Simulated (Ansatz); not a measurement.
**One shape, several levels: InH3 (SMILES [H][In]([H])[H])**

Aim: a comparison of 6 runs (HSE06/STO-3G, UB3LYP/STO-3G, UPBE/STO-3G, RPA@PBE/STO-3G, CCSD/STO-3G, CCSD(T)/STO-3G) of InH3. 

The results are computed with Ansatz 0.2.0.

27 further runs of the same task are left out: 1 that didn't finish, 26 set aside as unsound or not needed.

**1. The system as given**

InH3 has 4 atoms, charge 0, and is taken as a singlet. As SMILES, `[H][In]([H])[H]`. The H2–In1 distance was set to 2.578 Å, away from the relaxed value. At this shape a bond of the SMILES string is far longer than usual.

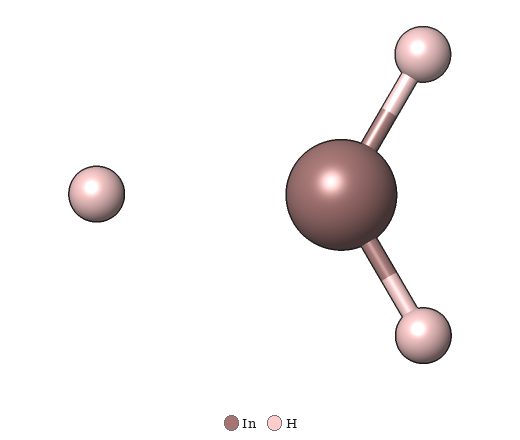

The structure, seen from a chosen angle (indium brown, hydrogen pink).

**2. A single-point energy at HSE06/STO-3G (run 1)**

run.yaml reads:

```yaml
basis:
  gaussian:
    orbitals: STO-3G
crystal:
  periodic: [false, false, false]
  atoms:
    - {symbol: In, position_ang: [-0.858465, 0.012784, -0.007565]}
    - {symbol: H, position_ang: [1.718930, -0.027790, 0.013510]}
    - {symbol: H, position_ang: [-1.693615, 1.514924, -0.024805]}
    - {symbol: H, position_ang: [-1.744165, -1.459356, -0.002215]}
hamiltonian:
  xc: {name: HSE06}
accuracy: high
```

Run with:

```console
$ ansatz run run.yaml --threads 1 --pin off --max-ram 2610MiB --events-out events.jsonl --progress --plain --runs-dir runs
```

The program printed:

```text
Warning: RAYON_NUM_THREADS=1 ignored (pool sized by the plan → 1); use --threads N
Functional definition: HSE06
  name "HSE06"
  parameter a = 0.25
  parameter omega = 0.11/bohr
  exchange = pbe_x - a*pbe_x_sr(omega) + a*exact_x_sr(omega)
  correlation = pbe_c
526 factors; integrals over basis functions are off by at most 4.0e-9 eV
47 factors; integrals over basis functions are off by at most 1.1e-9 eV
mean field evaluation 1: about -154728.6354 eV, gradient 1.7e1 eV
mean field evaluation 2: about -154726.2478 eV, gradient 2.2e1 eV
mean field evaluation 4: about -154730.5500 eV, gradient 2.9e-1 eV
mean field evaluation 8: about -154730.4851 eV, gradient 2.8e-3 eV
mean field evaluation 16: about -154730.4851 eV, gradient 5.4e-8 eV
mean field -154730.48509240 eV, -5686.2404470561 hartree, gradient 7.8e-8 eV, S^2 0.000000; 0 other end points of the search recorded, 0 dependent functions left out
reference -154730.48509424 eV, -5686.2404471237 hartree; 26, 26 occupied and 4, 4 virtual orbitals, 526 factors
Total energy: -154730.48509424 eV, -5686.2404471237 hartree
```

Wall time 0.62 s (1 thread of AMD EPYC 9R45 (Zen 5), shared host); peak memory 0.12 GiB.

**3. A single-point energy at UB3LYP/STO-3G (run 2)**

job.yaml reads:

```yaml
crystal:
  periodic: [false, false, false]
  atoms:
    - {symbol: In, position_ang: [-0.858465, 0.012784, -0.007565]}
    - {symbol: H, position_ang: [1.718930, -0.027790, 0.013510]}
    - {symbol: H, position_ang: [-1.693615, 1.514924, -0.024805]}
    - {symbol: H, position_ang: [-1.744165, -1.459356, -0.002215]}
basis:
  gaussian: {orbitals: STO-3G}
magnetization: {spin_polarized: true}
hamiltonian: {xc: {name: B3LYP}}
accuracy: high
```

Run with:

```console
$ ansatz run job.yaml --threads 1 --pin off --max-ram 2610MiB --events-out events.jsonl --progress --plain --runs-dir runs
```

The program printed:

```text
Warning: RAYON_NUM_THREADS=1 ignored (pool sized by the plan → 1); use --threads N
Functional definition: B3LYP
  name "B3LYP"
  parameter a0 = 0.2
  parameter ax = 0.72
  parameter ac = 0.81
  exchange = (1 - a0 - ax)*slater_x + ax*b88_x + a0*exact_x
  correlation = (1 - ac)*vwn_rpa_c + ac*lyp_c
526 factors; integrals over basis functions are off by at most 4.0e-9 eV
mean field evaluation 1: about -154735.5613 eV, gradient 1.3e1 eV
mean field evaluation 2: about -154733.2236 eV, gradient 1.6e1 eV
mean field evaluation 4: about -154737.8500 eV, gradient 1.9e-1 eV
mean field evaluation 8: about -154737.7820 eV, gradient 5.4e-3 eV
mean field evaluation 16: about -154737.7820 eV, gradient 1.7e-7 eV
mean field -154737.78197823 eV, -5686.5086026641 hartree, gradient 2.7e-8 eV, S^2 0.000000; 1 other end points of the search recorded, 0 dependent functions left out
reference -154737.78200494 eV, -5686.5086036458 hartree; 26, 26 occupied and 4, 4 virtual orbitals, 526 factors
Total energy: -154737.78200494 eV, -5686.5086036458 hartree
```

Run time: 1.1 s. Hardware: 1 thread of AMD EPYC 9R45 (Zen 5), shared host; peak memory 0.16 GiB.

**4. The energy at UPBE/STO-3G (run 3)**

Changes to job.yaml since step 3:

```diff
@@ -8,5 +8,9 @@
 basis:
-  gaussian: {orbitals: STO-3G}
-magnetization: {spin_polarized: true}
-hamiltonian: {xc: {name: B3LYP}}
+  gaussian:
+    orbitals: STO-3G
+magnetization:
+  spin_polarized: true
+  initial_magnetization: 0
+hamiltonian:
+  xc: {name: PBE}
 accuracy: high
```

Run with:

```console
$ ansatz run job.yaml --threads 1 --pin off --max-ram 2610MiB --events-out events.jsonl --progress --plain --runs-dir runs
```

The program printed:

```text
Warning: RAYON_NUM_THREADS=1 ignored (pool sized by the plan → 1); use --threads N
Functional definition: PBE
  name "PBE"
  parameter kappa = 0.804
  parameter beta = 0.06672455060314922
  exchange = pbe_x(kappa = kappa, mu = beta*pi^2/3)
  correlation = pbe_c(beta = beta)
526 factors; integrals over basis functions are off by at most 4.0e-9 eV
mean field evaluation 1: about -154715.5336 eV, gradient 2.4e1 eV
mean field evaluation 2: about -154711.0101 eV, gradient 2.0e1 eV
mean field evaluation 4: about -154721.3148 eV, gradient 1.5e0 eV
mean field evaluation 8: about -154721.2615 eV, gradient 1.9e-1 eV
mean field evaluation 16: about -154721.2620 eV, gradient 1.3e-5 eV
mean field -154721.26202607 eV, -5685.9015056200 hartree, gradient 1.9e-8 eV, S^2 0.000000; 1 other end points of the search recorded, 0 dependent functions left out
reference -154721.26202791 eV, -5685.9015056874 hartree; 26, 26 occupied and 4, 4 virtual orbitals, 526 factors
Total energy: -154721.26202791 eV, -5685.9015056874 hartree
```

It took 1.1 s on 1 thread of AMD EPYC 9R45 (Zen 5), shared host; peak memory 0.14 GiB.

Runs 4 to 5 aren't shown in full; the table further down has their settings and results.

**5. A single-point energy at CCSD(T)/STO-3G (run 6)**

molecule.yaml reads:

```yaml
crystal:
  periodic: [false, false, false]
  atoms:
    - symbol: In
      position_ang: [-0.858465, 0.012784, -0.007565]
    - symbol: H
      position_ang: [1.718930, -0.027790, 0.013510]
    - symbol: H
      position_ang: [-1.693615, 1.514924, -0.024805]
    - symbol: H
      position_ang: [-1.744165, -1.459356, -0.002215]
basis:
  gaussian: {orbitals: STO-3G}
correlation: {method: ccsd_t, frozen_orbitals: {H: 0, In: 18}}
accuracy: high
scf: {omitted_lower_state_checks: [cluster_reference, increment]}
```

Run with:

```console
$ ansatz run molecule.yaml --threads 1 --pin off --max-ram 2610MiB --events-out events.jsonl --progress --plain --runs-dir runs
```

The program printed (excerpt; [...] marks lines left out):

```text
Warning: RAYON_NUM_THREADS=1 ignored (pool sized by the plan → 1); use --threads N
Functional definition: HF
  name "HF"
[...]
526 factors; integrals over basis functions are off by at most 4.0e-9 eV
[...]
mean field -154681.72273002 eV, -5684.4484632907 hartree, gradient 2.2e-8 eV, S^2 0.000000; 0 other end points of the search recorded, 0 dependent functions left out; unrestricted orbitals would lower it
18 core orbitals not correlated: weight in the atoms' cores, before any rotation towards them, 1.000 or more for the frozen orbitals, at most 0.000 for the correlated occupied ones
reference -154681.72273002 eV, -5684.4484632907 hartree; 8, 8 occupied and 4, 4 virtual orbitals, 526 factors
second order -1.37970502 eV of doubles, -0.00000000 eV of singles
cycle   1  -1.91778393 eV  change   -5.4e-1 eV  update   9.6e-2
[...]
cycle  23  -2.34098870 eV  change    1.1e-9 eV  update  2.4e-10
perturbative correction -0.03044510 eV, -0.0011188369 hartree
Total energy: -154684.09416382 eV, -5684.5356118755 hartree
Checks for a lower state left out: cluster_reference, increment
```

It took 0.28 s on 1 thread of AMD EPYC 9R45 (Zen 5), shared host.

**6. Overview of the runs**

```
run           level  frozen core orbitals   energy (Eh)  wall time
  1    HSE06/STO-3G                     –  -5686.240447     0.62 s
  2   UB3LYP/STO-3G                     –  -5686.508604      1.1 s
  3     UPBE/STO-3G                     –  -5685.901506      1.1 s
  4  RPA@PBE/STO-3G                    18  -5684.556837     0.68 s
  5     CCSD/STO-3G                    18  -5684.534493      0.3 s
  6  CCSD(T)/STO-3G                    18  -5684.535612     0.28 s
```

**7. Outcome**

```
                                           quantity           value
                                run 6: total energy  -5684.53561 Eh
run 6: correlation energy (18 core orbitals frozen)       -87.1 mEh
                              run 6: (T) correction       -1.12 mEh
                               run 6: T1 diagnostic           0.013
```

**Reading.** Totals of different functionals can't be ranked against each other. In runs 5, 6 the log says that unrestricted orbitals would lower the reference, so the values rest on an unstable closed-shell determinant (other closed-shell runs at this shape may share the fault). In runs 1, 2, 3, 4, 5, 6 the basis is minimal, so the values are rough. In runs 1, 2, 3, 4, 5, 6 relativity is left out where basis or elements ask for it. All runs together took 4.1 s, the longest 1.1 s.
